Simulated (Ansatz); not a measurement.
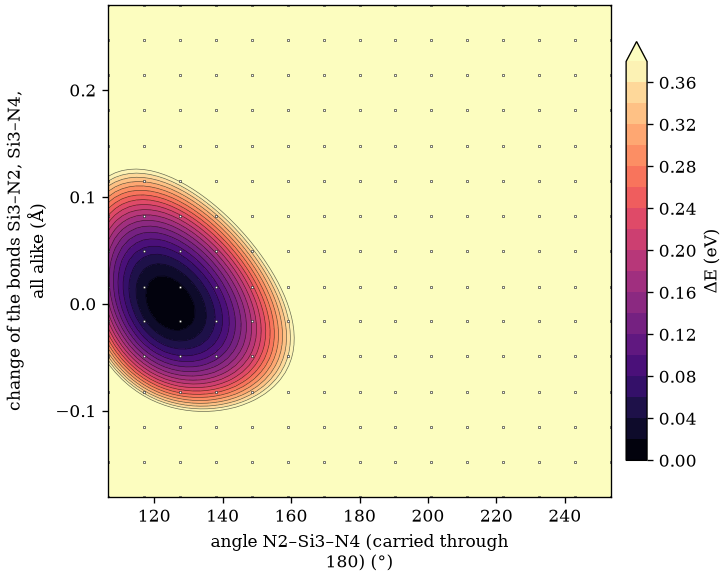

BH₄N₂Si, SMILES BN=[Si+]N, charge +1. The first coordinate is: angle N2–Si3–N4 (carried through 180); the second: change of the bonds Si3–N2, Si3–N4, all alike. Nothing is relaxed (all other coordinates rigid). The grid has 15 × 15 points. Points are written as (first, second). Energies: eV, counted from the relaxed molecule at the same level. These are results of RKS PBE-D4/def2-TZVP (Ansatz), not measurements.

In the figure: filled contours, dots at the grid points, one colour for all values above the top of the scale. Between grid points the surface is interpolated.

Question: Estimate the position of the minimum and the force constants in these coordinates.

Answer: The interpolated minimum is at the first coordinate ≈ 124.4°, the second coordinate ≈ 0.000 Å. The curvatures there are about 2.8 eV/rad² and 68 eV/Å², with a cross term of about 4.3 eV/(rad·Å). Round the minimum the valley is somewhat tilted: raising the first coordinate shifts the best value of the second coordinate downwards (coupling k₁₂/√(k₁₁k₂₂) about 0.3).
